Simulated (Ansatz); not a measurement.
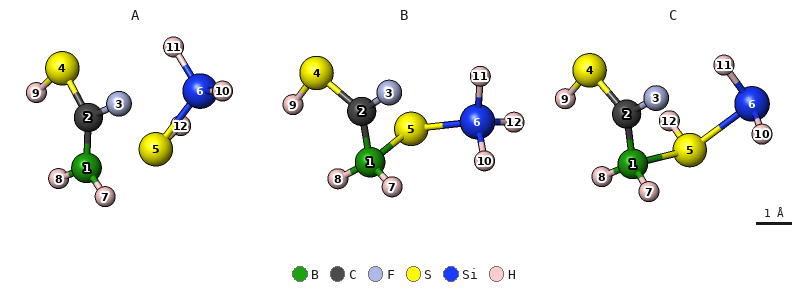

3 geometries from a converged minimum-energy path of CH6BFS2Si, shuffled. Style: ball-and-stick. Shown face on.

Level of theory: Ansatz 0.2.0, RKS B3LYP-D4/def2-SVP. Run with 5 movable images; climbing image; force threshold 0.03 eV/Å; iteration limit 46; starting path through a guess of the saddle point.

### One of them is the converged climbing image. Which?

A. In order along the path, whose images run from 0 to 6: B (image 1, 0.00 eV), A (image 4, +2.84 eV), C (image 6, +1.88 eV). A hydrogen atom shifts from one atom to another. Breaking: Si6–H12 (1.49 → 1.89 at the top → 2.83 Å). Forming: S5–H12 (2.91 → 1.49 at the top → 1.35 Å).

Cost: 15 min on 2 threads of Intel(R) Xeon(R) Platinum 8259CL CPU @ 2.50GHz (Skylake/Cascade Lake), with other jobs on the host, peak memory 0.37 GiB.
